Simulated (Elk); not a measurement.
Band structure of Au (Fm-3m, 1 atom in the cell).

```yaml
crystal:
  lattice:
    - [0.00000, 2.04000, 2.04000]
    - [2.04000, 0.00000, 2.04000]
    - [2.04000, 2.04000, 0.00000]
  atoms:
    - { symbol: Au, position: [0.00000, 0.00000, 0.00000] }
```

Method of the run: Elk with PBE, all-electron FP-LAPW, Elk's shipped species files, LAPW+lo basis.

Settings: xctype = 20; rgkmax = 8; stype = 0; swidth = 0.00367493 Ha; ngridk = 18 18 18; gmaxvr = 14 1/bohr; nxoapwlo = 1; rmtscf = 0.92; maxscl = 100.

The starting cell has typed, rounded lattice constants, without a prior relaxation at this level. Spin-orbit coupling is off. Values depend on the basis (sphere radii, cutoffs, local orbitals), which need not be converged.

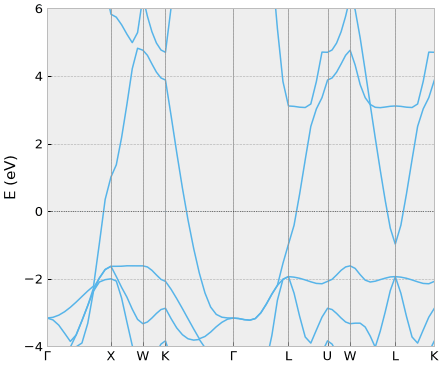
Figure: Bands along the path, energies from the Fermi level.

Levels in eV from the Fermi level, bands 12 to 19:
```tsv
point	12	13	14	15	16	17	18	19
Γ	-4.70	-4.70	-4.70	-3.16	-3.16	14.46	18.49	18.49
X	-6.78	-2.00	-1.63	-1.63	1.01	5.83	10.04	10.04
W	-5.17	-5.17	-3.33	-1.62	4.76	6.34	6.34	9.47
K	-5.85	-3.84	-2.87	-2.08	3.88	4.70	7.48	12.65
L	-4.73	-4.73	-1.94	-1.94	-0.97	3.11	13.94	17.18
U	-5.85	-3.84	-2.87	-2.08	3.88	4.70	7.48	12.65
```

Bands cross the Fermi level along this path, so the cell is metallic at this level.
